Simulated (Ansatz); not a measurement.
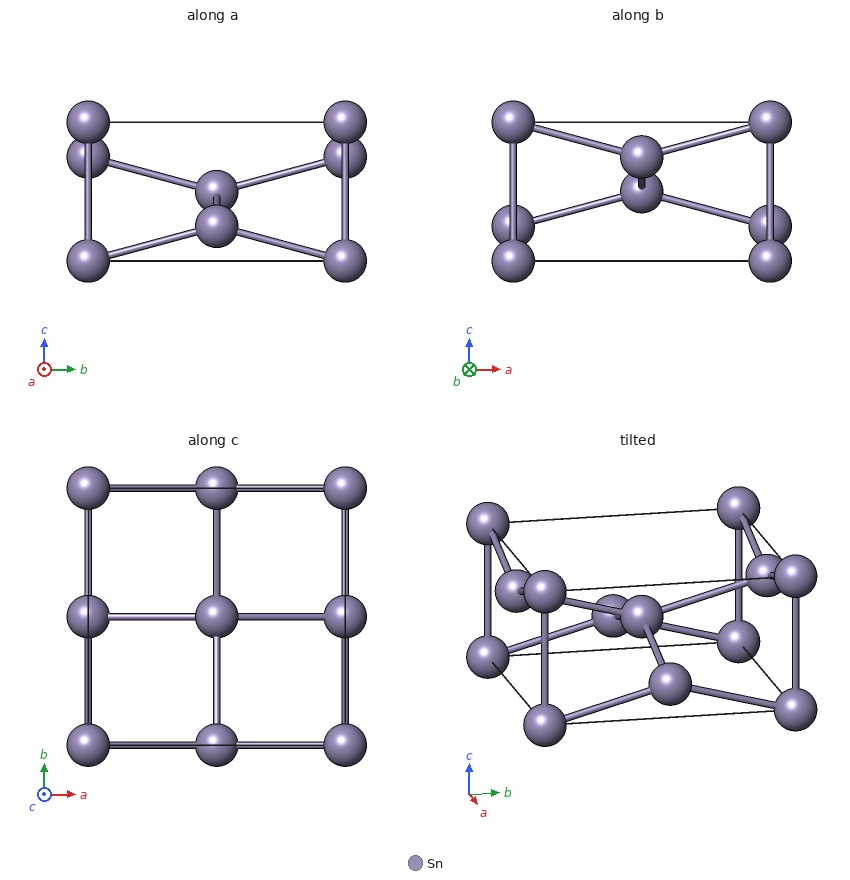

An orthographic ball-and-stick view of the structure, along the a axis, along the b axis, along the c axis and slightly off an axis. The edges of the conventional unit cell are marked.

Lattice parameters: a = 5.839 Å, b = 5.839 Å, c = 3.151 Å, α = 90.00°, β = 90.00°, γ = 90.00°. Put a along x and b in the xy plane.

Q: Set out the cell and atoms as a POSCAR file.

A:
```
Sn
1.0
     5.839    0.000    0.000
     0.000    5.839    0.000
     0.000    0.000    3.151
Sn
4
Direct
  0.0000 0.5000 0.2500
  0.0000 0.0000 0.0000
  0.5000 0.0000 0.7500
  0.5000 0.5000 0.5000
```

The structure comes from a structure type known for this element. Earlier steps of the study may have refined or changed the cell and positions. An electronic-structure calculation with Ansatz was run on it.
